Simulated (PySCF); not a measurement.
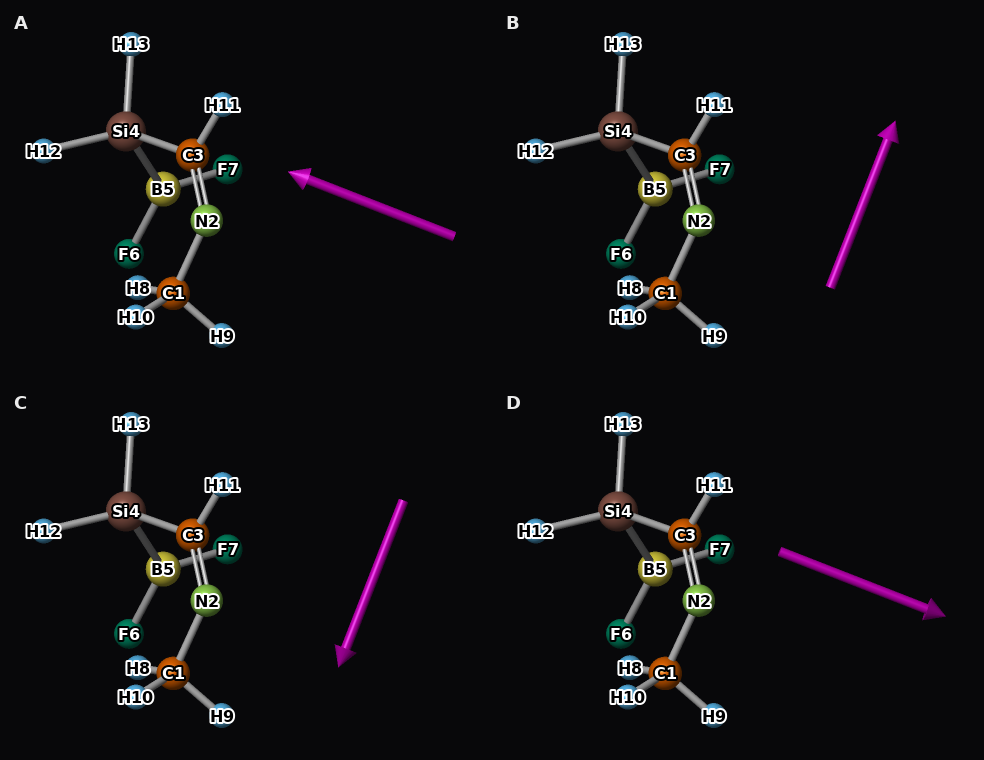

The same molecule four times, each with an arrow. Computed geometry: GFN2-xTB optimisation. No frequency run is at hand to confirm it as a minimum. Properties computed with CAM-B3LYP/def2-SVPD, gas phase (PySCF 2.14.0).

### Which arrow points along the dipole moment, from the negative to the positive end?

A. The dipole moment is 1.22 D; it points from the side of H9 to the side of H12 (the outermost atoms at the two ends).

The geometry is semi-empirical. Around B, Si such bond lengths and angles can be off by a tenth of an ångström or more and by several degrees, and values that hang on the shape move with them.
